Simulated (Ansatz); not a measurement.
# W-Zn-Zn-W stack of (100) layers: electron–phonon coupling and resistivity, part 2 of 4

How good a conductor is W-Zn-Zn-W stack of (100) layers when only phonons scatter, and how much computing does the answer need?

Ansatz 0.2.0; DFT PBE, scalar-relativistic, plane waves, PAW; PAW set soft_1.

So far: The starting structure; Relaxing cell and atoms; Tight relaxation.

## Step 4: Phonons: q 2×2×1, k 6×6×1

Couplings are defined for a stable lattice alone, so phonons come first.

input.yaml

```yaml
crystal:
  lattice:
    - [2.603164819, 0.0, 0.0]
    - [0.0, 2.603164819, 0.0]
    - [0.0, 0.0, 35.5773943932]
  atoms:
    - { symbol: W, position: [0.0, 0.0, 0.1483719764] }
    - { symbol: Zn, position: [0.5, 0.5, 0.2074623857] }
    - { symbol: Zn, position: [0.0, 0.0, 0.2672407309] }
    - { symbol: W, position: [0.5, 0.5, 0.3263311402] }
  periodic: [true, true, false]
kpoints:
  mp_grid: { grid: [6, 6, 1] }
hamiltonian:
  xc: pbe
  pseudopotentials: { kind: paw, azcp: { folder: soft_1 } }
scf:
  occupations: { method: methfessel_paxton, width: 0.2 }
output:
  eigenvalues: true
phonons:
  method: dfpt
  qmesh: [2, 2, 1]
  temperatures: { t_max: 1000, t_step: 50 }
  qpath:
    path: [[0.0, 0.0, 0.0], [0.0, 0.5, 0.0], [0.5, 0.5, 0.0], [0.0, 0.0, 0.0]]
    npoints: 10
```

Run with:

```bash
$ ansatz run input.yaml --threads 4 --pin off --max-ram 12288MiB --backend cpu --events-out ev --progress --plain --runs-dir out
```

Numbers of over 12 decimals in the logs are rounded to 6 here.

Log:

```text
Warning: crystal.symmetry: narrowed to the stabiliser of the run's FFT grids — unitary ops 16 → 8. A phonons.method: dfpt run fills in the rows of the dynamical matrix that it does not solve by its symmetry operations, which is exact only for operations that map its FFT grids onto themselves: filled in by any other, the frequencies could depend on the order in which like atoms are typed, or, by more than the grids' own error, on where the crystal sits among the grids' points. Excluded: 8 operations. The run can therefore solve more perturbations, solve them on more k-points, or both, and cost more. [rest of the remark cut]
[...]
Crystal: 4 atoms, lattice volume = 241.089 Å³
Basis set: ecut = 420 eV, 4747 PW (Γ), exchange–correlation on 36×36×480 points (8 copies of the dense FFT grid, shifted against one another)
Bands: 32, of which v1, the nominal top of the filled ones, is band 26 counted from 1 (25 counted from 0)
Symmetry: 16 space group operations
k-points: 10 of 36 (irreducible under 8 space group operations)
[...]
SCF iter   1: F=—  HF=-27408.253460 eV  |F-HF|=—  |Δ(HF+E_count)|=         —  Δρ=4.25e-2  dr2=1.06e1  ethr=3.10e-3  ⟨swp⟩=16.0  Hψ=2751  notcnv=0
[...]
SCF iter  13: F=-27406.296996 eV  HF=-27406.296996 eV  |F-HF|=8.00e-11  |Δ(HF+E_count)|=  8.59e-10  S|Δr|=    0.00e0  Δρ=3.22e-8  dr2=3.01e-12  ethr=1.00e-12  ⟨swp⟩=8.9  Hψ=2338  notcnv=0
SCF 1 converged in 13 iterations: F = -27406.296996 eV  dr2 = 3.01e-12
[...]
phonons: the bands overlap, so this run is a metal and interpolates without the dipole-dipole term. If the crystal is really an insulator or semiconductor, its LO-TO splitting is missing
NSCF: frozen V_eff on 10 k-points
WARN: eigensolver did not converge (k=0): 1 band(s) unlocked after 2 eigensolves, warm-restarted (20 sweeps on the last) at ethr=1.62e-12 eV (storage-precision floor; scheduled 1.00e-12 eV) (lowest unlocked band 31, counted from 0; max residual 4.44e-3 eV among the unlocked bands, 4.44e-3 eV over every band; other slots of this pass that fall short are told together in one closing line; warning suppressed until the next SCF loop or pass starts)
WARN: eigensolver did not converge in 5 slots of this pass, the one above among them; of largest residual over every band (k=0): 1 band(s) unlocked (lowest unlocked band 31, counted from 0; max residual 4.44e-3 eV among the unlocked bands, 4.44e-3 eV over every band); of lowest unlocked band (k=0): band 31
[...]
DFPT response loops at q = (0, 0, 0) (fractional): preconditioner auto → none (partly filled bands, converged f_vac=0.696); β = 0.50; Broyden in place of MSR1
[...]
SCF converged after 13 iterations
Stability not checked: this state was not tested for a lower state beside it, because cold or Methfessel-Paxton smearing, or corrected tetrahedra, fill the levels in a way that the test cannot read (fill_not_monotonic; see scf.lower_state_search)
Free energy (F): -27406.296996 eV
[...]
Internal energy: -27406.309174 eV  (E = F + TS)
E sigma→0 (E₀):  -27406.300040 eV
Entropy (-TS):   0.012178 eV (3.045 meV/atom)
Fermi energy:    -5.444536 eV
[...]
--- Band table (eV; the first three rows and the last of 10) ---
  k-point 0: bands = [... 22 lower, -9.3282, -9.3267, -7.4449, -6.1915, -5.7088, -2.7254, -2.7254, -2.6939, ... 2 higher]
  k-point 1: bands = [... 22 lower, -8.5027, -8.2272, -6.9266, -6.3926, -6.3741, -3.5365, -2.5438, -2.5311, ... 2 higher]
  k-point 2: bands = [... 22 lower, -8.2551, -7.3338, -6.2472, -5.7174, -5.1995, -3.5702, -3.2845, -3.2806, ... 2 higher]
  k-point 9: bands = [... 22 lower, -7.3350, -7.3350, -4.1846, -4.1846, -3.6216, -3.6216, -1.4941, -1.4941, ... 2 higher]
--- Phonons (Γ-DFPT): 8 representative perturbations + reference (Σ response iterations 36) ---
  ASR residual: 5.446e-5 → 0.000e0 eV/Å²; symmetrization residual: 8.587e-6 eV/Å²
  The last average, over the group as it would stand without the narrowing to the FFT grids, took up to 8.367e-6 eV/Å² of the zone centre's force constants
  ASR residual per site (eV/Å²): 1.24e-5 5.45e-5 4.30e-5 5.65e-6
  Γ frequencies (cm⁻¹): 0.00 0.00 0.00 33.85 33.85 60.44 98.43 98.43 107.28 107.28 179.17 205.62
--- Phonons (arbitrary-q DFPT): 3 irreducible q on the 2×2×1 mesh ---
  q = [0.0000, 0.0000, 0.0000] (star 1, of the zone-centre solve; hermiticity 2.35e-6, symmetrization 3.87e-12, taken by the last average 1.14e-6): -0.00 -0.00 0.00 33.85 33.85 60.44 98.43 98.43 107.28 107.28 179.17 205.62
  q = [0.0000, -0.5000, 0.0000] (star 2, 12 solved perturbations on 16 of 36 k-point pairs; hermiticity 1.12e-6, symmetrization 6.05e-10, taken by the last average 1.12e-6): 31.94 31.94 92.12 92.12 142.31 142.31 148.80 148.80 195.90 195.90 223.78 223.78
  q = [-0.5000, -0.5000, 0.0000] (star 1, 8 solved perturbations in 104 linear systems a pass and spin channel, the states on 16 of 36 k-point pairs; hermiticity 1.20e-6, symmetrization 4.47e-10, taken by the last average 1.08e-6): 154.83 154.83 182.37 182.37 184.46 184.46 187.41 187.41 205.37 205.37 208.82 208.82
  sum rule: each row above includes the acoustic sum rule's correction from the zone centre's row sums; it moved no ω² by more than (0.48 cm⁻¹)²
  mesh force constants: q→R imaginary residual 6.26e-18; ASR residual 5.446e-5 → 0.000e0 eV/Å²; symmetrization residual 7.105e-15 eV/Å²
  interpolated dispersion: 31 rows × 12 modes
  density of states and harmonic sums: on the 24×24×1 q-mesh, interpolated from the force constants of a 2×2×1 supercell (no non-analytic term)
  largest difference from the sums on the solved wave vectors: F 5.24e-2 eV, S 1.17e-4 and C_V 6.42e-5 eV/K
  zero-point energy: 0.107229 eV/cell   skipped modes (ω ≤ 0): 3   left out of the sums: 4.34e-4 of the cell's modes: C_V's classical limit lies that fraction below 3 k_B per atom; for a crystal, a wire or a layer, F and S can be off by more, and a phonons.interpolated_qmesh denser along its periods is the remedy for the sampling
```

The job ended after 2 min (4 threads of Arm Neoverse V1, shared host; peak memory 0.98 GiB; 7.7 min of CPU time).

This step gave:

| Quantity | Value |
| --- | --- |
| zero point energy | 0.1072 eV/cell |
| share of imaginary modes in the plain interpolation between solved wavevectors | 0 |
| highest frequency, solved or plainly interpolated | 223.8 cm⁻¹ |

Solved on the 2×2×1 mesh alone; all other wavevectors are interpolated. Phonon branches along the path, in cm⁻¹:

```csv
point,branch 1,branch 2,branch 3,branch 4,branch 9,branch 10,branch 11,branch 12
Γ,0,0,0,34,107,107,179,206
X,32,32,92,92,196,196,224,224
M,155,155,182,182,205,205,209,209
Γ,0,0,0,34,107,107,179,206
```

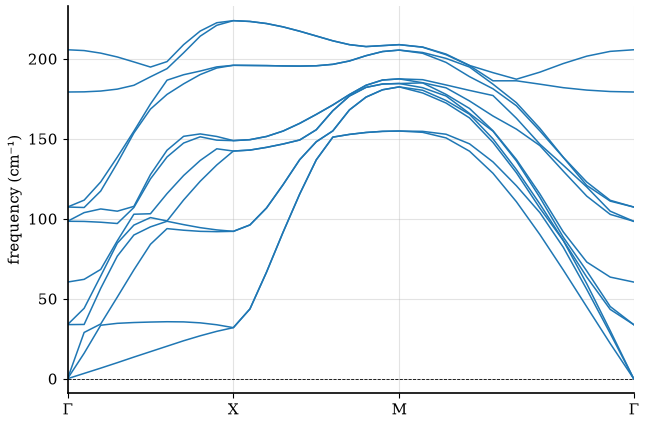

Phonon branches along the path.

Lowest modes at the softest wavevector of the mesh. Modes at q = (0.500, 0.000, 0.000), with each element's share of the kinetic energy:

| mode | frequency (cm⁻¹) | W % | Zn % |
| --- | --- | --- | --- |
| 1 | 31.9 | 99 | 1 |
| 2 | 31.9 | 99 | 1 |
| 3 | 92.1 | 1 | 99 |
| 4 | 92.1 | 1 | 99 |
| 5 | 142.3 | 51 | 49 |
| 6 | 142.3 | 51 | 49 |

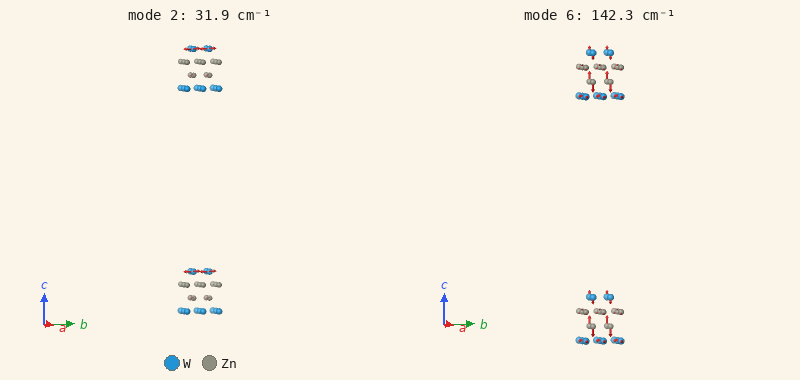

Displacement patterns of modes 2 and 6 at q = (0.500, 0.000, 0.000); arrows are exaggerated. 2×2×2 cells are drawn. Some periodic images of atoms are drawn too.

Among the solved wavevectors the lowest mode, translations apart, is 31.9 cm⁻¹, so these are real on this k mesh.

(Part 2 of 4 ends here.)

[Logs are printed without paths, hosts, clocks, repeated set-up lines and the standing remarks that a program may print on its own settings, such as how far it seeks lower states.]

[Hosts, paths, dates, database ids (printed as entryN), source tags and the programs' standing remarks are cut or masked in the printed files.]
